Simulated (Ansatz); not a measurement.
# C2H3Si: the cost of one run

Program: Ansatz 0.2.0, Gaussian basis. Level of theory: single points in def2-TZVPP. These are calculated values, not measurements.

Cores are frozen in the correlated methods. Orbitals are unrestricted.

### Step 1. The system as given

SMILES `[CH]=[Si]=C`, 6 atoms, charge 0, spin multiplicity 2.

Atoms are counted from 1 here; the program's logs count them from 0.

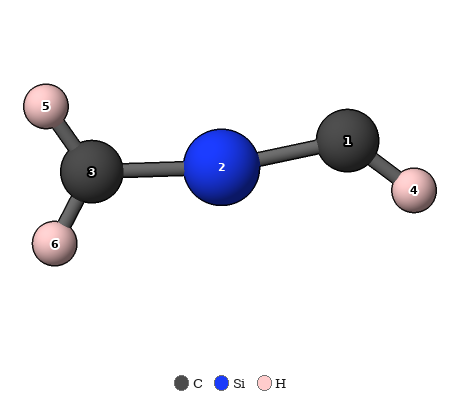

The starting geometry (carbon dark grey, silicon blue, hydrogen pink); atoms are numbered from 1 in the order of the file.

Geometry (Å):

```xyz
6

C    -1.6008   -1.0840   -0.7786
Si   -0.3102   -0.1983   -0.1286
C     1.1140    0.4252    0.5690
H    -2.5015   -0.7660   -1.3194
H     1.8092   -0.1690    1.1208
H     1.3321    1.4664    0.4168
```

### Step 2. PBE-D4/def2-TZVPP

The input, run/in.yaml:

```yaml
crystal:
  periodic: [false, false, false]
  atoms:
    - {symbol: C, position_ang: [-1.600768, -1.083952, -0.778613]}
    - {symbol: Si, position_ang: [-0.310151, -0.198308, -0.128560]}
    - {symbol: C, position_ang: [1.113991, 0.425193, 0.568958]}
    - {symbol: H, position_ang: [-2.501468, -0.766004, -1.319410]}
    - {symbol: H, position_ang: [1.809168, -0.169014, 1.120804]}
    - {symbol: H, position_ang: [1.332141, 1.466367, 0.416828]}
basis:
  gaussian: {orbitals: def2-TZVPP}
magnetization: {spin_polarized: true, initial_magnetization: 1}
hamiltonian: {xc: pbe, dispersion: d4}
output: {forces: true}
```

The run is started by

```
> ansatz run in.yaml --threads 2 --pin off --events-out ev --progress --plain --max-ram 3481MiB
```

Q: Estimate wall time and peak memory on 2 threads of Intel Xeon Platinum 8488C, shared host.

About 2.4 s, with a peak of 0.21 GiB.
